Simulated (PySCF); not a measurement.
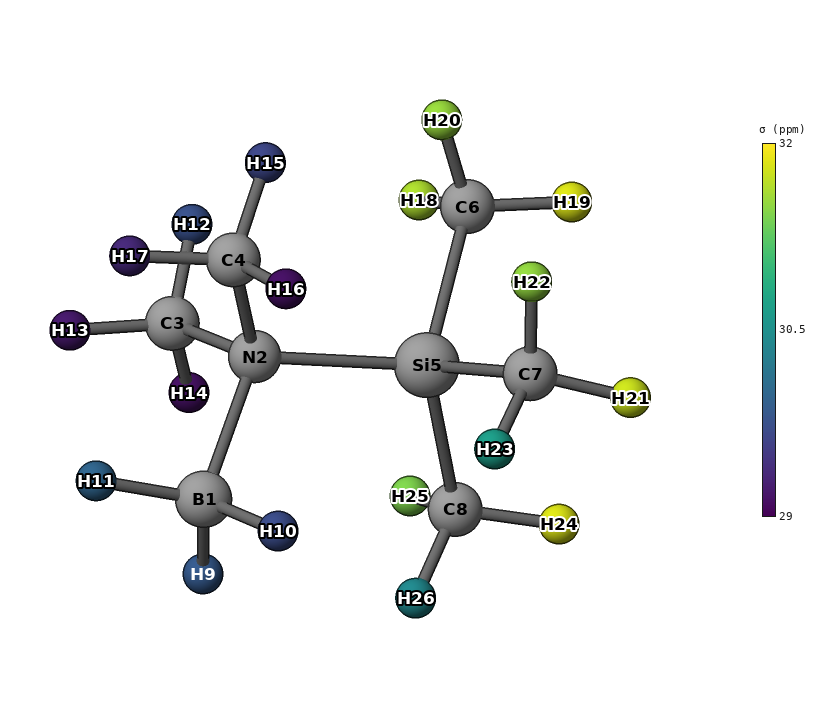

Atoms are coloured by their isotropic NMR shieldings (H only, the others grey). The geometry was computed by an optimisation with GFN2-xTB. No frequency run is at hand to confirm it as a minimum. Properties computed with GIAO PBE0/pcSseg-1 NMR shielding, non-relativistic, gas phase (PySCF 2.14.0).

Give the isotropic NMR shieldings of the H atoms atom by atom.

| atom | σ (ppm) |
| --- | --- |
| H9 | 29.85 |
| H10 | 29.71 |
| H11 | 29.98 |
| H12 | 29.75 |
| H13 | 29.22 |
| H14 | 29.15 |
| H15 | 29.65 |
| H16 | 29.14 |
| H17 | 29.36 |
| H18 | 31.63 |
| H19 | 31.84 |
| H20 | 31.54 |
| H21 | 31.76 |
| H22 | 31.51 |
| H23 | 30.67 |
| H24 | 31.83 |
| H25 | 31.42 |
| H26 | 30.41 |

The geometry is semi-empirical. Around B, Si such bond lengths and angles can be off by a tenth of an ångström or more and by several degrees, and values that hang on the shape move with them.
